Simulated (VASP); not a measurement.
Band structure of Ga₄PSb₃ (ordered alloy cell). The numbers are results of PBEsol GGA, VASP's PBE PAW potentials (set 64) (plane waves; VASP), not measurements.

Unless said otherwise, spin-orbit coupling is left out, though it shifts the bands of the heavy elements here.

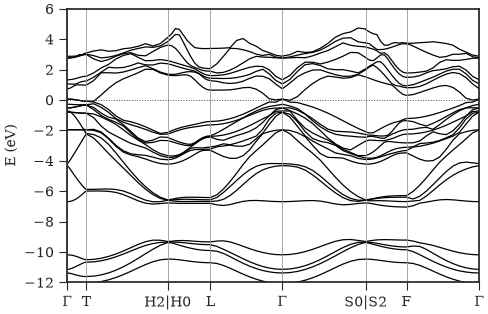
Figure: Bands along high-symmetry lines, zero at the valence-band maximum or, without a gap, the Fermi level

Read the plot: is there a gap, and where are the band edges?

It has no gap at this level: it comes out as a metal or semimetal. (Edges off the drawn lines would not show.)

The structure was generated: Ga4PSb3 was put into an ordered model structure (R3m), which need not be its known phase. It was relaxed first.
